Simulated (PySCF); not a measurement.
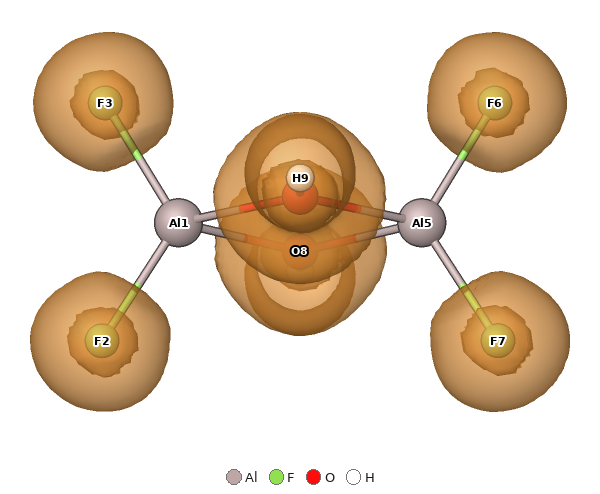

*Al2F4H2O2. Isosurface of the electron localisation function at 0.75 (orange), seen from one side. Core shells and regions of very low density are left out.*

Geometry: PBE0-D3(BJ)/def2-SVP.

All numbers below come from PBE0/pcSseg-1 Al:pcSseg-2, SCF density, gas phase, non-relativistic (PySCF).

```xyz
10

Al    1.3606   -0.3080    0.2024
F     2.5139    0.0351   -0.9366
F     1.8642   -1.0297    1.6065
O     0.1795    1.0650    0.4812
Al   -1.3379    0.2909   -0.1970
F    -2.4605   -0.0780    0.9646
F    -1.8769    1.0204   -1.5833
O    -0.1503   -1.0711   -0.5009
H     0.3214    1.9451    0.8378
H    -0.2894   -1.9464   -0.8702
```

**Where are the electrons localised?**

The ELF exceeds this value in four regions wrapped around F (the valence shell of each) and two joined regions spread over several atoms (H, O), in which their bonds and any lone pairs are merged.

Values along the shortest contacts:
Al–F (1.66 Å): the ELF peaks at about 0.85 in the valence shell of F, 0.6 Å from its nucleus, and is about 0.35 at the midpoint. Al–O (1.83 Å): the ELF peaks at about 0.90 in the valence shell of O, 0.6 Å from its nucleus, and is about 0.55 at the midpoint.
